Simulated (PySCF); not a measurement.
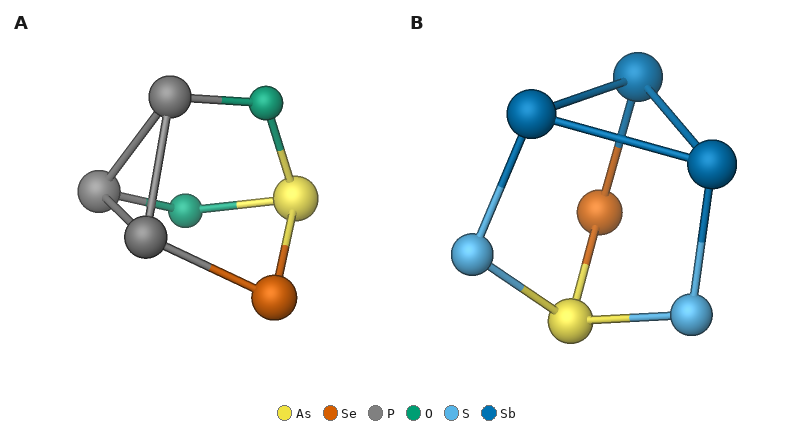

Two related species, optimised with PBE0-D3(BJ)/def2-SVP; properties computed with PySCF 2.14.0. Both: charge 0, singlet.

Question: What are A and B?

Answer: A is AsP3SeOO nortricyclane, B is AsSb3SSSe nortricyclane.

Compare them. With ωB97X-D/def2-SVPD: dipole moment (D), HOMO–LUMO gap (eV), HOMO energy (Kohn–Sham orbital) (eV), lowest vertical singlet excitation (eV), mean static polarisability (bohr³). With PBE0-D3(BJ)/def2-SVP: mean As–Se length (Å).

```
                               quantity      A      B
                      dipole moment (D)   0.89   3.09
                     HOMO–LUMO gap (eV)   8.25   7.12
   HOMO energy (Kohn–Sham orbital) (eV)  −8.64  −8.11
lowest vertical singlet excitation (eV)   3.68   3.04
     mean static polarisability (bohr³)  124.8  222.1
                  mean As–Se length (Å)  2.387  2.373
```

Each is one conformer, and no frequency run is at hand to confirm it as a minimum.
